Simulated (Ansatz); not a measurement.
## Electronic structure of PH₃ in real space

Input

```
crystal:
  periodic: [false, false, false]
  atoms:
    - {symbol: P, position_ang: [0.532171, -0.262562, 1.980464]}
    - {symbol: H, position_ang: [-0.373079, 0.816873, 2.155199]}
    - {symbol: H, position_ang: [0.837399, -0.329379, 3.365460]}
    - {symbol: H, position_ang: [-0.493689, -1.238717, 2.081485]}
basis:
  gaussian: {orbitals: "def2-TZVPPD.json"}
hamiltonian: {xc: pbe0, dispersion: d4}
output: {orbitals: {seedname: orbitals}}
```

Command:

```sh
ansatz run in.yaml --threads 4 --pin off --events-out ev --progress --plain --max-ram 9574MiB
```

Geometry: PBE0-D4/def2-TZVP.

All numbers below come from RKS PBE0-D4/def2-TZVPPD (Ansatz 0.2.0).

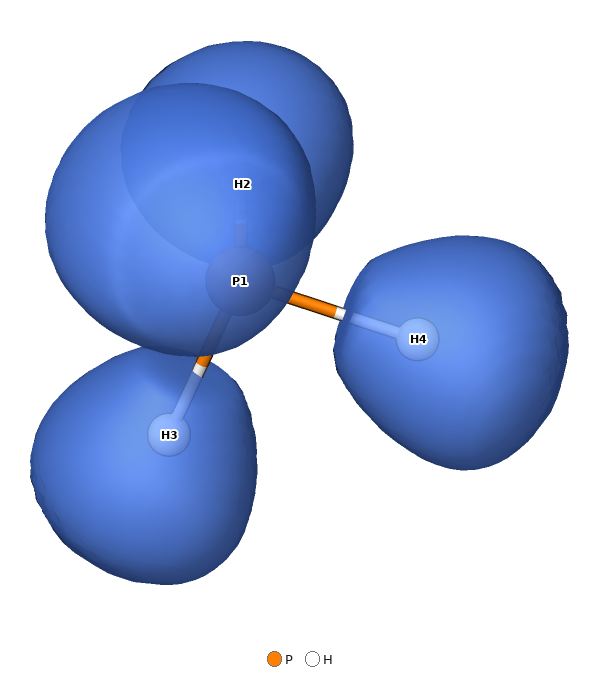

Figure 1. Isosurface of the electron localisation function at 0.9 (blue), seen at a tilt. Only the valence region is drawn (cores and ρ < 0.01 e/Å³ removed).

### Describe the localisation domains.

The surface consists of three regions around hydrogen nuclei and one lobe on P, pointing away from the bonds (lone pairs). Profiles from the grid: P–H (1.42 Å): the ELF climbs to about 1 towards the hydrogen, as it does in any bond to H.

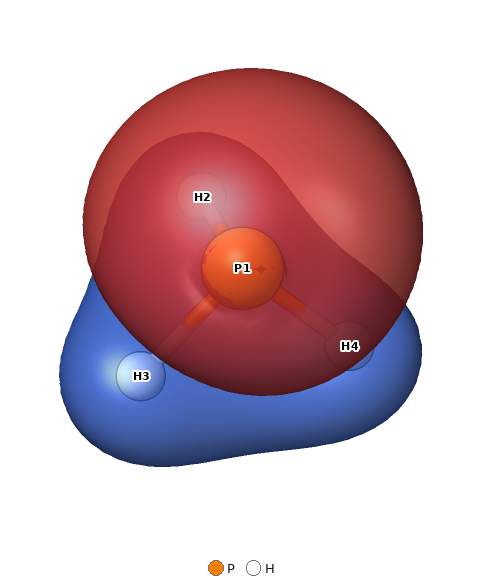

Figure 2. The HOMO at ±0.08 Å⁻³ᐟ² (blue and red are the two phases), seen at a tilt.

### Describe this orbital and give its energy.

It lies mainly on P1 (about 80 %), H2 (about 5 %), H3 (about 5 %) and H4 (about 5 %); largely a lone pair of P1. Its energy is −7.88 eV.

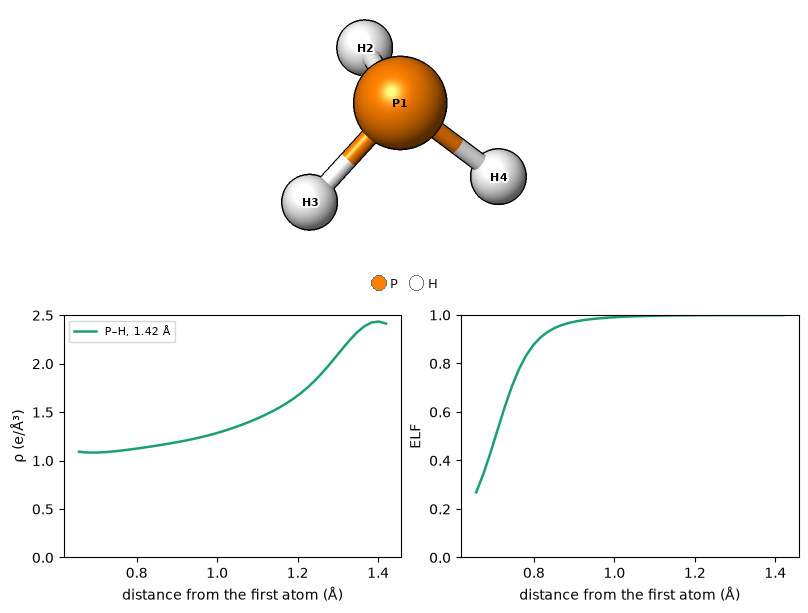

Figure 3. Total electron density and ELF along straight lines between neighbouring atoms. The curves leave out the atomic cores. The structure is drawn too.

### What can be read from the curves?

P–H (1.42 Å): the density is about 1.1 e/Å³ at the midpoint; the ELF climbs to about 1 towards the hydrogen.
